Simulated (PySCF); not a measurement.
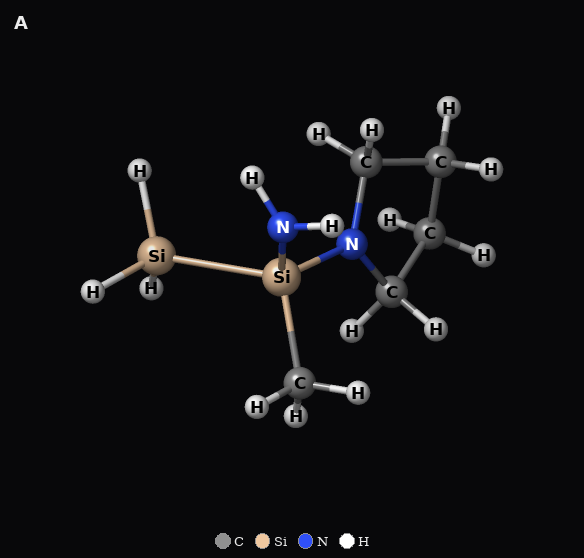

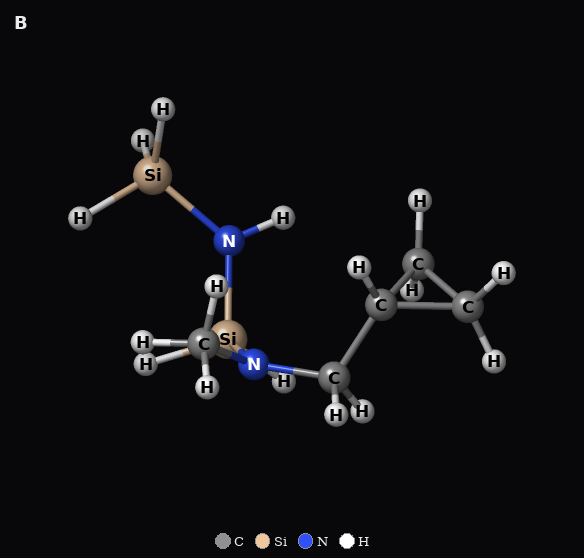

2 stationary structures of one formula. Geometries: PBE0-D3(BJ)/def2-SVP. Electronic energies: PBE0-D3(BJ)/def2-SVP (PySCF 2.14.0), without zero-point energy. No frequency run is at hand to confirm each as a minimum. Each is one conformer, not always the lowest.

Which is lowest in energy, and by how much?

A is lowest; B lies 90.4 kJ/mol above it. A is `C[Si@](N)([SiH3])N1CCCC1`, B is `CN(CC1CC1)[SiH2]N[SiH3]`.
